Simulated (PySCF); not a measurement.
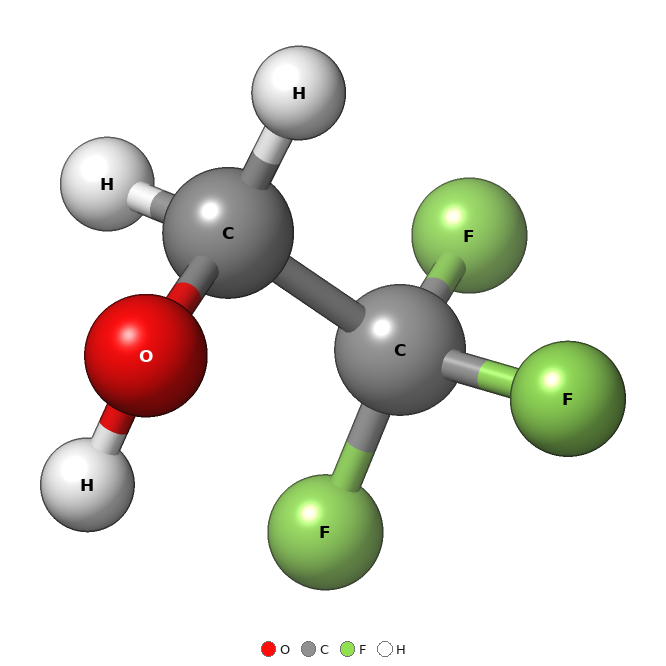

Computed geometry: GFN2-xTB optimisation. No frequency run is at hand to confirm it as a minimum.

Describe the molecule.

The molecule is C2H3F3O. SMILES: `OCC(F)(F)F`. It has no ring. Among its groups: alcohol, C–F bond. The point group is C1. Coordination: 1 O bent; 2 C tetrahedral.

More results for the same structure follow; atom numbers are the same in all pictures, views and colours differ.

Shape

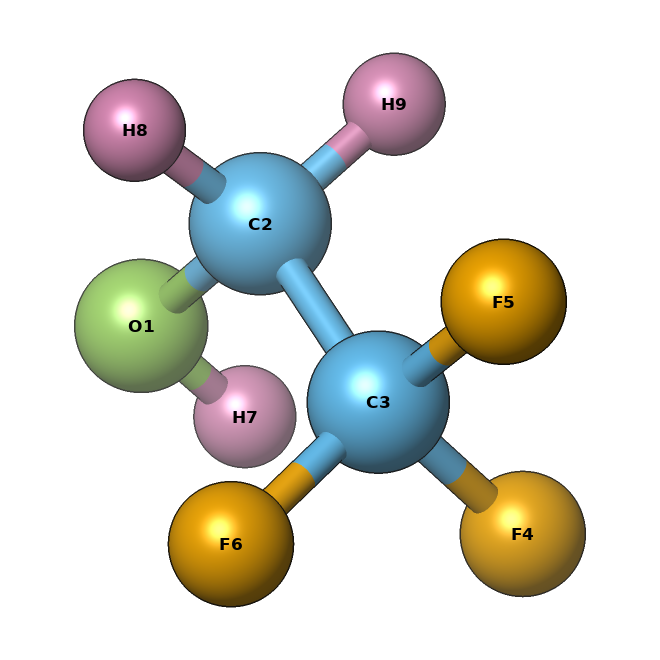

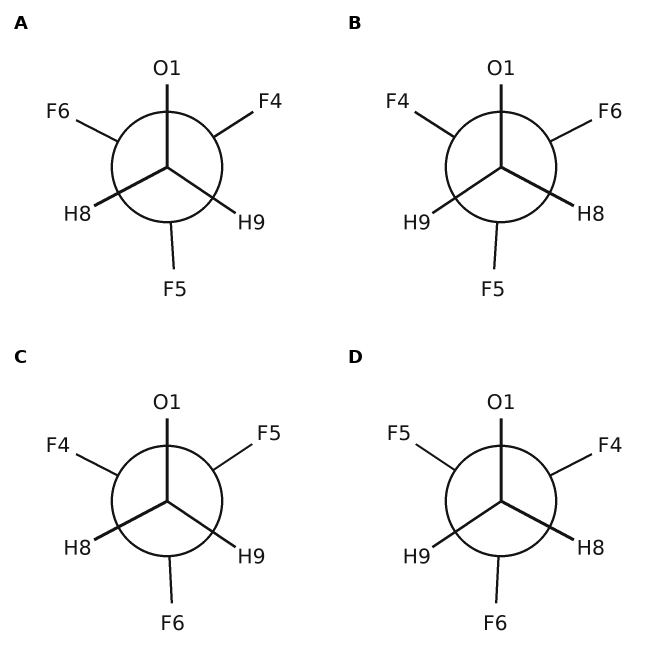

Depth is shown by fading: the farther an atom, the more it takes the colour of the background. Bonds that would overlap in a projection are set slightly apart. No frequency run is at hand to confirm it as a minimum.

Which Newman projection shows the view along C2–C3, with C2 in front?

A. The torsion angle O1–C2–C3–F4 is 57°, synclinal (gauche).

Dipole moment

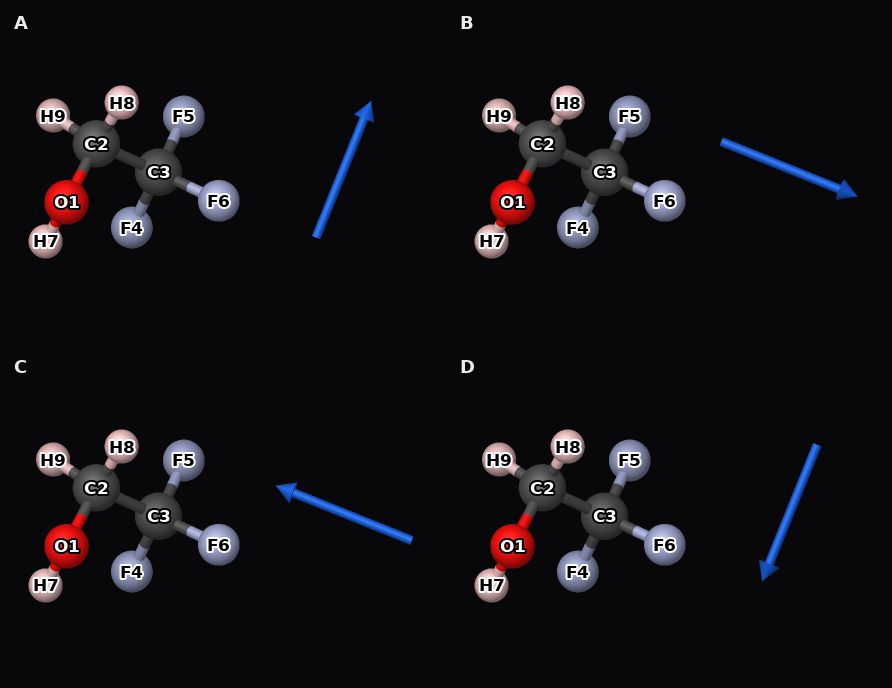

The same molecule four times, each with an arrow. No frequency run is at hand to confirm it as a minimum. Method: CAM-B3LYP/def2-SVPD, gas phase (PySCF 2.14.0).

Which arrow points along the dipole moment, from the negative to the positive end?

C. The dipole moment is 1.73 D; it points from the side of F6 to the side of H9 (the outermost atoms at the two ends).

Excitation

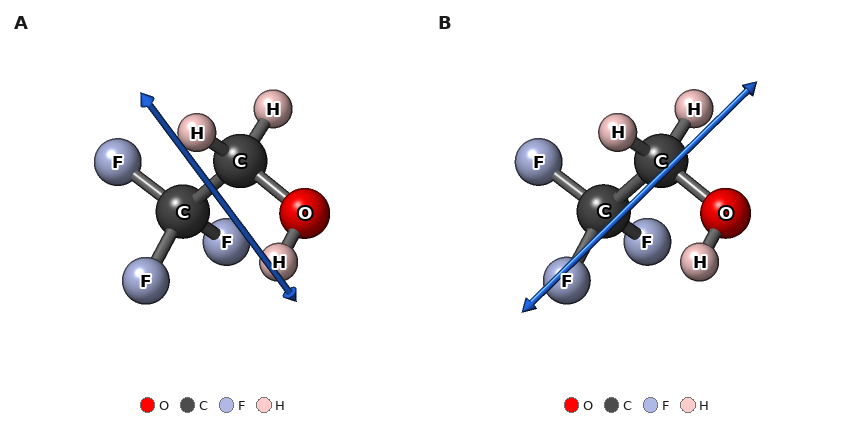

The double arrows show the directions of two transition dipoles from the ground state (lengths mean nothing). No frequency run is at hand to confirm it as a minimum. Level of theory: TDDFT CAM-B3LYP/def2-SVPD, vertical, gas phase, core orbitals frozen in the response (PySCF 2.14.0).

One belongs to singlet state 2 and one to singlet state 6. Which is which?

A: state 2, 9.08 eV (136 nm), oscillator strength 0.028, mainly HOMO → LUMO+1 (weight 0.79).
B: state 6, 10.43 eV (119 nm), oscillator strength 0.034, mainly HOMO−1 → LUMO+1 (weight 0.59).

Polarisability

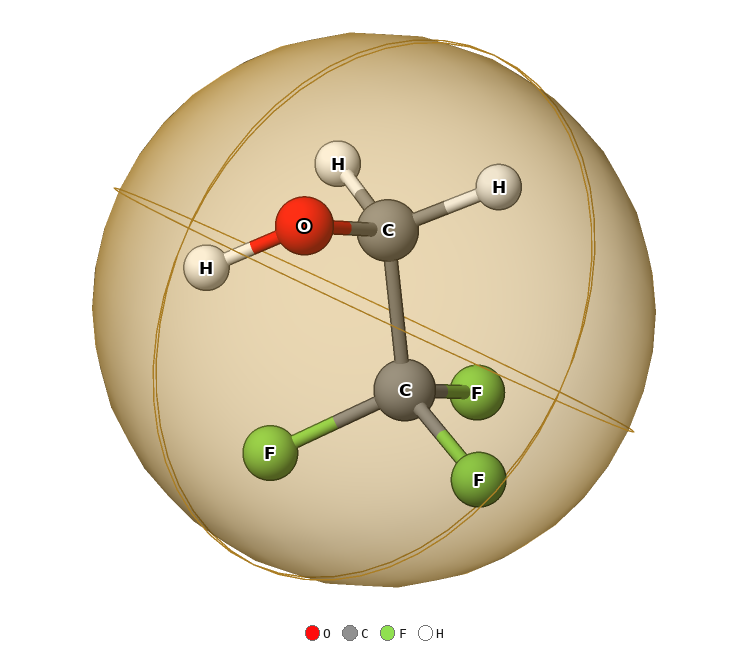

The ellipsoid shows the static dipole polarisability: its half-axes are proportional to the principal values. No frequency run is at hand to confirm it as a minimum. Method: CAM-B3LYP/def2-SVPD (PySCF 2.14.0).

How large and how anisotropic is the polarisability?

Principal values 32.2, 33.3, 35.9 bohr³; mean 33.8 bohr³ (5.01 Å³); anisotropy 3.3 bohr³, so the longest axis is 1.11 times the shortest.
